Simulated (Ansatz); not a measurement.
# C8H24GeO2Si2: one molecule under many settings

Aim: run C8H24GeO2Si2 under a spread of inputs, and see what each costs and gives.

The runs use Ansatz 0.2.0, Gaussian basis; the settings change from run to run.

## (1) The relaxed structure

An earlier PBE0-D4 in a triple-zeta def2 set relaxation fixed the geometry.

SMILES `C[O][Ge]([O]C)([Si](C)(C)C)[Si](C)(C)C`, 37 atoms, charge 0, spin multiplicity 1.

Atoms are counted from 1 here; the program's logs count them from 0.

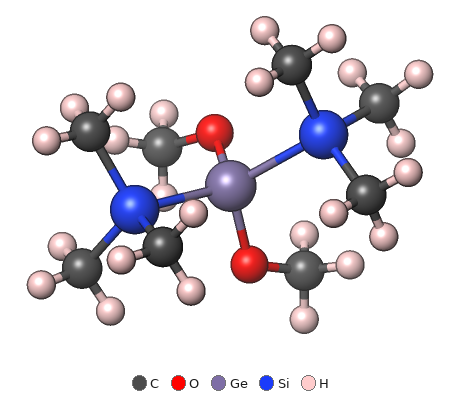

The structure; carbon dark grey, oxygen red, germanium purple, silicon blue, hydrogen pink.

## (2) PBE0/def2-SVPD

This run has charge -1, multiplicity 2, D4 dispersion, high accuracy.

in.yaml

```yaml
crystal:
  periodic: [false, false, false]
  atoms:
    - {symbol: C, position_ang: [-2.938279, -0.949128, 0.755432]}
    - {symbol: O, position_ang: [-1.911447, -0.036161, 1.043477]}
    - {symbol: Ge, position_ang: [-0.524726, 0.107614, -0.102422]}
    - {symbol: O, position_ang: [-1.232587, 0.678161, -1.661323]}
    - {symbol: C, position_ang: [-1.867597, 1.929602, -1.700624]}
    - {symbol: Si, position_ang: [0.829497, 1.775222, 0.969667]}
    - {symbol: C, position_ang: [2.004460, 2.516706, -0.292754]}
    - {symbol: C, position_ang: [-0.271207, 3.090492, 1.724708]}
    - {symbol: C, position_ang: [1.805138, 0.898484, 2.314549]}
    - {symbol: Si, position_ang: [0.390535, -2.021950, -0.727976]}
    - {symbol: C, position_ang: [0.653522, -3.054757, 0.817394]}
    - {symbol: C, position_ang: [2.040829, -1.679832, -1.557883]}
    - {symbol: C, position_ang: [-0.768305, -2.878611, -1.925793]}
    - {symbol: H, position_ang: [-3.745810, -0.802690, 1.478612]}
    - {symbol: H, position_ang: [-2.599505, -1.991779, 0.838209]}
    - {symbol: H, position_ang: [-3.351598, -0.807303, -0.251270]}
    - {symbol: H, position_ang: [-1.155955, 2.758250, -1.575472]}
    - {symbol: H, position_ang: [-2.345757, 2.045616, -2.677580]}
    - {symbol: H, position_ang: [-2.640729, 2.028922, -0.928103]}
    - {symbol: H, position_ang: [2.653366, 3.263226, 0.174997]}
    - {symbol: H, position_ang: [1.458868, 3.005206, -1.103648]}
    - {symbol: H, position_ang: [2.642943, 1.749028, -0.737409]}
    - {symbol: H, position_ang: [-1.026499, 2.629486, 2.365296]}
    - {symbol: H, position_ang: [-0.791770, 3.661859, 0.952789]}
    - {symbol: H, position_ang: [0.315588, 3.789584, 2.328289]}
    - {symbol: H, position_ang: [2.433260, 1.607650, 2.862026]}
    - {symbol: H, position_ang: [1.135286, 0.417986, 3.031951]}
    - {symbol: H, position_ang: [2.458935, 0.129051, 1.895358]}
    - {symbol: H, position_ang: [1.325196, -2.553062, 1.518716]}
    - {symbol: H, position_ang: [1.095161, -4.023304, 0.564342]}
    - {symbol: H, position_ang: [-0.290073, -3.239926, 1.336234]}
    - {symbol: H, position_ang: [1.911603, -1.037497, -2.432498]}
    - {symbol: H, position_ang: [2.735379, -1.184042, -0.874526]}
    - {symbol: H, position_ang: [2.507974, -2.611924, -1.889820]}
    - {symbol: H, position_ang: [-0.312522, -3.790466, -2.323485]}
    - {symbol: H, position_ang: [-1.004719, -2.216641, -2.762001]}
    - {symbol: H, position_ang: [-1.707955, -3.152073, -1.440461]}
basis:
  gaussian: {orbitals: def2-SVPD}
total_charge: -1
magnetization: {spin_polarized: true, initial_magnetization: 1}
hamiltonian: {xc: {name: PBE0}, dispersion: d4}
accuracy: high
output: {forces: true}
```

Launch:

```console
$ ansatz run in.yaml --threads 11 --pin off --events-out ev --progress --plain --max-ram 174080MiB --backend cuda --devices 0, --max-vram 75GiB
```

Log, cut to the lines that bear on the results:

```text
Functional definition: PBE0
  name "PBE0"
  cite "Adamo & Barone, J. Chem. Phys. 110, 6158 (1999) doi:10.1063/1.478522"
  cite "Perdew, Burke & Ernzerhof, Phys. Rev. Lett. 77, 3865 (1996) doi:10.1103/PhysRevLett.77.3865"
  parent pbe
[...]
9560 factors; integrals over basis functions are off by at most 4.1e-8 eV
[...]
mean field -85008.12623223 eV, -3123.9910184568 hartree, gradient 1.7e-8 eV, S^2 0.750293; 10 other end points of the search recorded, 0 dependent functions left out
[...]
reference -85008.12623799 eV, -3123.9910186687 hartree; 75, 74 occupied and 409, 410 virtual orbitals, 9560 factors
Total energy: -85009.19542617 eV, -3124.0303106095 hartree
Atom 0 at    -2.938279    -0.949128     0.755432 Å, force     0.366574     0.313437     0.126876 eV/Å
Atom 1 at    -1.911447    -0.036161     1.043477 Å, force    -0.485629    -0.135699     0.045059 eV/Å
Atom 2 at    -0.524726     0.107614    -0.102422 Å, force     0.739904    -0.150845     0.145579 eV/Å
Atom 3 at    -1.232587     0.678161    -1.661323 Å, force    -0.346584     0.305723    -0.209645 eV/Å
Atom 4 at    -1.867597     1.929602    -1.700624 Å, force     0.240610    -0.436855    -0.007544 eV/Å
Atom 5 at     0.829497     1.775222     0.969667 Å, force     0.226225    -0.208295    -0.055245 eV/Å
Atom 6 at     2.004460     2.516706    -0.292754 Å, force    -0.132605     0.046097     0.079026 eV/Å
[...]
Atom 21 at     2.642943     1.749028    -0.737409 Å, force     0.167487    -0.277280    -0.084211 eV/Å
Atom 22 at    -1.026499     2.629486     2.365296 Å, force    -0.201216    -0.150400     0.199660 eV/Å
Atom 23 at    -0.791770     3.661859     0.952789 Å, force    -0.140981     0.189114    -0.250160 eV/Å
Atom 24 at     0.315588     3.789584     2.328289 Å, force     0.077430     0.116040     0.091881 eV/Å
Atom 25 at     2.433260     1.607650     2.862026 Å, force     0.177433     0.244701     0.128959 eV/Å
Atom 26 at     1.135286     0.417986     3.031951 Å, force    -0.234335    -0.191897     0.257438 eV/Å
Atom 27 at     2.458935     0.129051     1.895358 Å, force     0.176128    -0.227729    -0.166044 eV/Å
Atom 28 at     1.325196    -2.553062     1.518716 Å, force     0.216408     0.199306     0.159573 eV/Å
Atom 29 at     1.095161    -4.023304     0.564342 Å, force     0.118556    -0.218535    -0.085354 eV/Å
Atom 30 at    -0.290073    -3.239926     1.336234 Å, force    -0.363934    -0.091079     0.191600 eV/Å
Atom 31 at     1.911603    -1.037497    -2.432498 Å, force    -0.033736     0.246009    -0.310498 eV/Å
Atom 32 at     2.735379    -1.184042    -0.874526 Å, force     0.175669     0.156311     0.235123 eV/Å
Atom 33 at     2.507974    -2.611924    -1.889820 Å, force     0.105372    -0.301339    -0.072733 eV/Å
Atom 34 at    -0.312522    -3.790466    -2.323485 Å, force     0.055583    -0.143105    -0.065508 eV/Å
Atom 35 at    -1.004719    -2.216641    -2.762001 Å, force    -0.042294     0.199579    -0.247951 eV/Å
Atom 36 at    -1.707955    -3.152073    -1.440461 Å, force    -0.282459    -0.102771     0.167380 eV/Å
Dipole moment:    -0.917185     0.186804    -0.181868 e Å
```

Wall time 1.7 min (1 × H100 with 11 threads of AMD EPYC 7R13, shared host); peak host memory 3.2 GiB.

Largest force 0.769 eV/Å, ⟨S²⟩ 0.750.

## (3) SPW92/def2-mTZVP

This run has high accuracy.

in.yaml: that of step 2 with these lines changed.

```diff
@@ -41,6 +41,4 @@
 basis:
-  gaussian: {orbitals: def2-SVPD}
-total_charge: -1
-magnetization: {spin_polarized: true, initial_magnetization: 1}
-hamiltonian: {xc: {name: PBE0}, dispersion: d4}
+  gaussian: {orbitals: def2-mTZVP}
+hamiltonian: {xc: {name: SPW92}}
 accuracy: high
```

The command is unchanged.

Log, cut to the lines that bear on the results:

```text
Functional definition: SPW92
  name "SPW92"
  cite "Dirac, Proc. Camb. Phil. Soc. 26, 376 (1930) doi:10.1017/S0305004100016108"
  cite "Slater, Phys. Rev. 81, 385 (1951) doi:10.1103/PhysRev.81.385"
  cite "Perdew & Wang, Phys. Rev. B 45, 13244 (1992) doi:10.1103/PhysRevB.45.13244"
[...]
7483 factors; integrals over basis functions are off by at most 1.7e-7 eV
[...]
mean field -84801.36023580 eV, -3116.3925082391 hartree, gradient 7.2e-8 eV, S^2 0.000000; 0 other end points of the search recorded, 0 dependent functions left out
[...]
reference -84801.36024272 eV, -3116.3925084936 hartree; 74, 74 occupied and 278, 278 virtual orbitals, 7483 factors
Total energy: -84801.36024272 eV, -3116.3925084936 hartree
Atom 0 at    -2.938279    -0.949128     0.755432 Å, force     0.327435     0.248792     0.015507 eV/Å
[...]
Atom 27 at     2.458935     0.129051     1.895358 Å, force     0.193557    -0.234508    -0.110171 eV/Å
Atom 28 at     1.325196    -2.553062     1.518716 Å, force     0.189709     0.137929     0.218943 eV/Å
Atom 29 at     1.095161    -4.023304     0.564342 Å, force     0.121264    -0.271266    -0.060635 eV/Å
Atom 30 at    -0.290073    -3.239926     1.336234 Å, force    -0.272402    -0.055226     0.163768 eV/Å
Atom 31 at     1.911603    -1.037497    -2.432498 Å, force    -0.020441     0.181486    -0.245399 eV/Å
Atom 32 at     2.735379    -1.184042    -0.874526 Å, force     0.213371     0.152015     0.189954 eV/Å
Atom 33 at     2.507974    -2.611924    -1.889820 Å, force     0.141497    -0.254872    -0.096228 eV/Å
Atom 34 at    -0.312522    -3.790466    -2.323485 Å, force     0.114299    -0.257124    -0.122159 eV/Å
Atom 35 at    -1.004719    -2.216641    -2.762001 Å, force    -0.086759     0.187207    -0.236602 eV/Å
Atom 36 at    -1.707955    -3.152073    -1.440461 Å, force    -0.286050    -0.073114     0.134874 eV/Å
Dipole moment:     0.236311    -0.048139     0.046563 e Å
```

Run time: 53 s. Hardware: 1 × H100 with 11 threads of AMD EPYC 7R13, shared host; peak host memory 1.7 GiB.

Largest force 0.473 eV/Å, dipole 1.18 D.

## (4) RPBE/pcseg-2

in.yaml: that of step 3 with these lines changed.

```diff
@@ -41,5 +41,4 @@
 basis:
-  gaussian: {orbitals: def2-mTZVP}
-hamiltonian: {xc: {name: SPW92}}
-accuracy: high
+  gaussian: {orbitals: pcseg-2}
+hamiltonian: {xc: {name: RPBE}}
 output: {forces: true}
```

Launched as before.

Log:

```text
Functional definition: RPBE
  name "RPBE"
  cite "Hammer, Hansen & Nørskov, Phys. Rev. B 59, 7413 (1999) doi:10.1103/PhysRevB.59.7413"
  cite "Perdew, Burke & Ernzerhof, Phys. Rev. Lett. 77, 3865 (1996) doi:10.1103/PhysRevLett.77.3865"
  parameter kappa = 0.804
  parameter beta = 0.06672455060314922
  exchange = rpbe_x(kappa = kappa, mu = beta*pi^2/3)
  correlation = pbe_c(beta = beta)
3724 factors; their error is unknown
mean field evaluation 1: about -85003.1473 eV, gradient 1.6e2 eV
mean field evaluation 2: about -84884.0400 eV, gradient 2.7e2 eV
mean field evaluation 4: about -85060.7722 eV, gradient 2.4e1 eV
mean field evaluation 8: about -85061.8861 eV, gradient 5.4e-1 eV
mean field evaluation 16: about -85061.6876 eV, gradient 1.3e-2 eV
mean field -85061.68763859 eV, -3125.9593638353 hartree, gradient 7.7e-6 eV, S^2 0.000000; 0 other end points of the search recorded, 0 dependent functions left out
the calculation of the forces begins
reference -85061.68773220 eV, -3125.9593672755 hartree; 74, 74 occupied and 673, 673 virtual orbitals, 3724 factors
Total energy: -85061.68773220 eV, -3125.9593672755 hartree
Atom 0 at    -2.938279    -0.949128     0.755432 Å, force    -0.383585    -0.328417    -0.076247 eV/Å
Atom 1 at    -1.911447    -0.036161     1.043477 Å, force    -0.072410     0.430771     0.712481 eV/Å
Atom 2 at    -0.524726     0.107614    -0.102422 Å, force     0.641608    -0.130676     0.125764 eV/Å
Atom 3 at    -1.232587     0.678161    -1.661323 Å, force     0.035143    -0.422562    -0.719892 eV/Å
Atom 4 at    -1.867597     1.929602    -1.700624 Å, force    -0.230324     0.453308    -0.045014 eV/Å
Atom 5 at     0.829497     1.775222     0.969667 Å, force    -0.019318    -0.020408     0.005154 eV/Å
Atom 6 at     2.004460     2.516706    -0.292754 Å, force     0.098802     0.060058    -0.109275 eV/Å
Atom 7 at    -0.271207     3.090492     1.724708 Å, force    -0.088910     0.125074     0.070740 eV/Å
Atom 8 at     1.805138     0.898484     2.314549 Å, force     0.089344    -0.062510     0.113999 eV/Å
Atom 9 at     0.390535    -2.021950    -0.727976 Å, force    -0.006919     0.025111    -0.009185 eV/Å
Atom 10 at     0.653522    -3.054757     0.817394 Å, force     0.022193    -0.084982     0.132654 eV/Å
Atom 11 at     2.040829    -1.679832    -1.557883 Å, force     0.140879     0.015641    -0.068821 eV/Å
Atom 12 at    -0.768305    -2.878611    -1.925793 Å, force    -0.096978    -0.087053    -0.107555 eV/Å
Atom 13 at    -3.745810    -0.802690     1.478612 Å, force    -0.208334     0.028355     0.173737 eV/Å
Atom 14 at    -2.599505    -1.991779     0.838209 Å, force     0.013095    -0.250888     0.025648 eV/Å
Atom 15 at    -3.351598    -0.807303    -0.251270 Å, force    -0.150149    -0.002046    -0.219547 eV/Å
Atom 16 at    -1.155955     2.758250    -1.575472 Å, force     0.114813     0.224738    -0.000273 eV/Å
Atom 17 at    -2.345757     2.045616    -2.677580 Å, force    -0.124515     0.039643    -0.239381 eV/Å
Atom 18 at    -2.640729     2.028922    -0.928103 Å, force    -0.207407     0.074769     0.149065 eV/Å
Atom 19 at     2.653366     3.263226     0.174997 Å, force     0.158975     0.176875     0.089144 eV/Å
Atom 20 at     1.458868     3.005206    -1.103648 Å, force    -0.082714     0.119706    -0.183746 eV/Å
Atom 21 at     2.642943     1.749028    -0.737409 Å, force     0.155723    -0.134084    -0.107690 eV/Å
Atom 22 at    -1.026499     2.629486     2.365296 Å, force    -0.166749    -0.062967     0.152200 eV/Å
Atom 23 at    -0.791770     3.661859     0.952789 Å, force    -0.117238     0.144852    -0.132725 eV/Å
Atom 24 at     0.315588     3.789584     2.328289 Å, force     0.116020     0.173201     0.145913 eV/Å
Atom 25 at     2.433260     1.607650     2.862026 Å, force     0.152727     0.148682     0.142756 eV/Å
Atom 26 at     1.135286     0.417986     3.031951 Å, force    -0.120120    -0.108515     0.177362 eV/Å
Atom 27 at     2.458935     0.129051     1.895358 Å, force     0.152744    -0.160109    -0.052855 eV/Å
Atom 28 at     1.325196    -2.553062     1.518716 Å, force     0.144099     0.073242     0.166575 eV/Å
Atom 29 at     1.095161    -4.023304     0.564342 Å, force     0.101138    -0.229965    -0.037667 eV/Å
Atom 30 at    -0.290073    -3.239926     1.336234 Å, force    -0.182495    -0.065650     0.131745 eV/Å
Atom 31 at     1.911603    -1.037497    -2.432498 Å, force     0.003068     0.132224    -0.200450 eV/Å
Atom 32 at     2.735379    -1.184042    -0.874526 Å, force     0.171423     0.094446     0.116467 eV/Å
Atom 33 at     2.507974    -2.611924    -1.889820 Å, force     0.125728    -0.205247    -0.087755 eV/Å
Atom 34 at    -0.312522    -3.790466    -2.323485 Å, force     0.086689    -0.214392    -0.105830 eV/Å
Atom 35 at    -1.004719    -2.216641    -2.762001 Å, force    -0.063103     0.109515    -0.197689 eV/Å
Atom 36 at    -1.707955    -3.152073    -1.440461 Å, force    -0.202943    -0.079742     0.070193 eV/Å
Dipole moment:     0.246850    -0.050271     0.048647 e Å
```

Wall time 23 s (1 × H100 with 11 threads of AMD EPYC 7R13, shared host); peak host memory 1.3 GiB.

Largest force 0.836 eV/Å, dipole 1.23 D.

## (5) The runs in one table

| level | charge | multiplicity | geometry | functions | energy (eV) | time |
| --- | --- | --- | --- | --- | --- | --- |
| PBE0/def2-SVPD | -1 | 2 | relaxed | 484 | -85009.195 | 1.7 min |
| SPW92/def2-mTZVP | 0 | 1 | relaxed | 352 | -84801.360 | 53 s |
| RPBE/pcseg-2 | 0 | 1 | relaxed | 747 | -85061.688 | 23 s |

## (6) Results

```
                                         quantity                    value
                                             runs                        3
                                         quickest       RPBE/pcseg-2, 23 s
                                          slowest  PBE0/def2-SVPD, 1.7 min
spread of total energies, same state and geometry                 260.3 eV
                  dipole, same state and geometry           1.18 to 1.23 D
```

PBE0/def2-SVPD took 4 times as long as RPBE/pcseg-2. The jobs differ in tasks and options as well as level. The totals spread over 260 eV; they can't be compared across methods or bases. At the PBE0-D4/def2-TZVP geometry and in the same state, runs without warnings or point charges leave forces up to 0.84 eV/Å (RPBE/pcseg-2).
